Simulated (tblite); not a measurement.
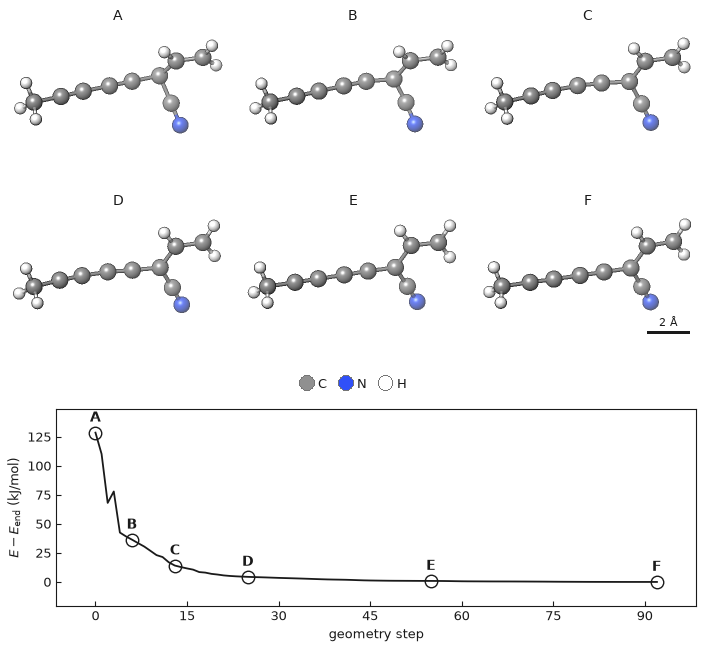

Frames of a relaxation of C9H6N (multiplicity 2), marked on the history of the run. The picture is a ball-and-stick view, seen from a free direction.

Theory: GFN2-xTB geometry optimisation, gas phase in tblite. 

### Describe the path.

Over 92 geometry steps the energy falls by 128.6 kJ/mol. The largest move after the best rigid fit is that of a C atom, 0.75 Å. By element the largest moves are C 0.75 Å, H 0.68 Å, N 0.65 Å. Among the contacts that change: C–C 1.469 → 1.376 Å, C–C 1.424 → 1.343 Å, C–C 1.476 → 1.401 Å, C–C 1.483 → 1.428 Å. Bond angles that change, for instance: C–C–C 108.7° → 121.9°, C–C–C 104.8° → 117.1°, C–C–C 111.5° → 121.0°. From step 0 to 6: a C atom moves most (0.28 Å), energy −92.2 kJ/mol. From step 6 to 13: the N atom moves most (0.27 Å), energy −22.3 kJ/mol. From step 13 to 25: an H atom moves most (0.25 Å), energy −9.75 kJ/mol. From step 25 to 55: a C atom moves most (0.26 Å), energy −3.50 kJ/mol. From step 55 to 92: an H atom moves most (0.25 Å), energy −0.87 kJ/mol.

```tsv
step	E − E(0), kJ/mol
0	0.00
1	-18.35
2	-60.50
3	-50.67
4	-86.06
5	-89.38
6	-92.21
7	-95.22
8	-98.13
9	-101.78
10	-105.48
14	-115.78
19	-121.63
23	-123.75
27	-124.55
32	-125.40
36	-126.09
40	-126.62
45	-127.33
49	-127.58
53	-127.69
57	-127.78
62	-128.09
66	-128.17
70	-128.23
75	-128.38
79	-128.49
83	-128.55
88	-128.59
92	-128.59
```
